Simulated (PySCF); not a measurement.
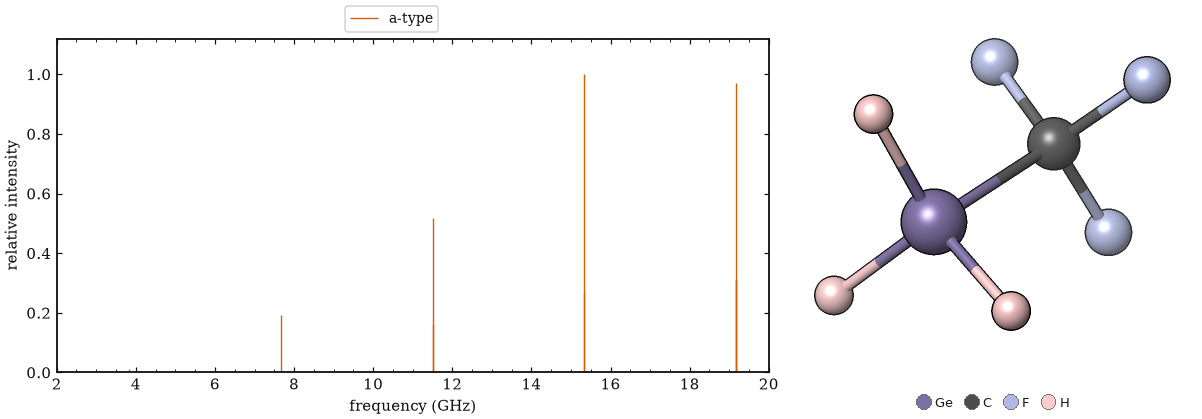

CH₃F₃Ge (Ge(CF3)H3), SMILES [GeH3][C](F)(F)F, singlet. Simulated rotational absorption lines between 2 and 20 GHz at 1.5 K: rigid rotor with the equilibrium constants and dipole of one optimised conformer (PBE0-D3(BJ)/def2-SVP, PySCF), commonest isotopes; no centrifugal distortion, hyperfine structure, internal rotation or nuclear-spin weights; lines within 1 MHz of each other are summed. Lines of different type are drawn apart.

> What are the rotational constants, and what kind of rotor is it?

Rotational constants A, B, C = 5.327, 1.917, 1.917 GHz; Ray's κ = −1.00, a prolate symmetric top.

> Which dipole components drive the lines?

|μa|, |μb|, |μc| = 1.94, 0.01, 0.00 D; a-type lines carry 100 % of the intensity in this range.

Caveats: coarse grid, loose stop and no frequency check, small forces are noise and the end may be a saddle.
